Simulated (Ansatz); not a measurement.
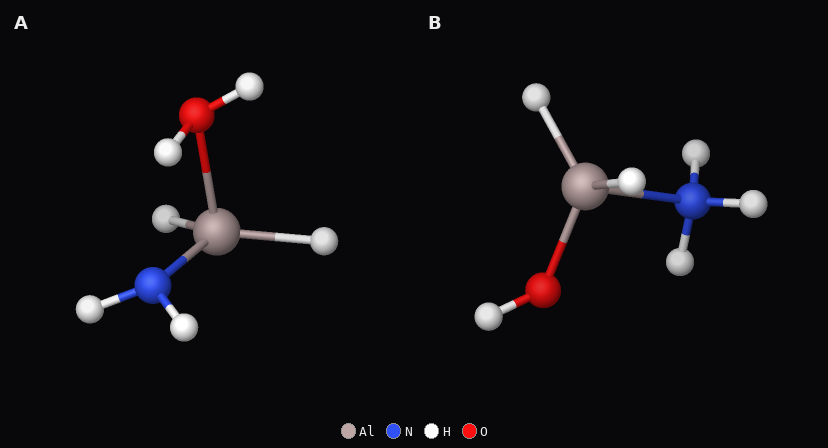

2 stationary structures of one formula. Geometries: PBE0-D4/def2-TZVP. Electronic energies: r2SCAN0-D4/def2-TZVPP (Ansatz 0.2.0), without zero-point energy. Each is one conformer, not always the lowest.

**Which is lowest in energy, and by how much?**

B is lowest (a minimum); A lies 85.9 kJ/mol above it (a minimum).

Give E(B) − E(A) in kJ/mol at these levels too: PBE-D4/def2-TZVPP; PBE0-D4/def2-TZVPP; r2SCAN0-D4/def2-TZVPP; PBE-D4/def2-SVP; SPW92 (LDA)/def2-TZVPP; PBE-QIDH (frozen core)/def2-TZVPP; BHLYP-D4/def2-TZVPP; ωB97M-V/def2-TZVPP.

```json
{"level": "PBE-D4/def2-TZVPP", "E(B) − E(A) (kJ/mol)": "−76.5"}
{"level": "PBE0-D4/def2-TZVPP", "E(B) − E(A) (kJ/mol)": "−81.5"}
{"level": "r2SCAN0-D4/def2-TZVPP", "E(B) − E(A) (kJ/mol)": "−85.9"}
{"level": "PBE-D4/def2-SVP", "E(B) − E(A) (kJ/mol)": "−72.2"}
{"level": "SPW92 (LDA)/def2-TZVPP", "E(B) − E(A) (kJ/mol)": "−69.7"}
{"level": "PBE-QIDH (frozen core)/def2-TZVPP", "E(B) − E(A) (kJ/mol)": "−85.3"}
{"level": "BHLYP-D4/def2-TZVPP", "E(B) − E(A) (kJ/mol)": "−90.1"}
{"level": "ωB97M-V/def2-TZVPP", "E(B) − E(A) (kJ/mol)": "−82.3"}
```
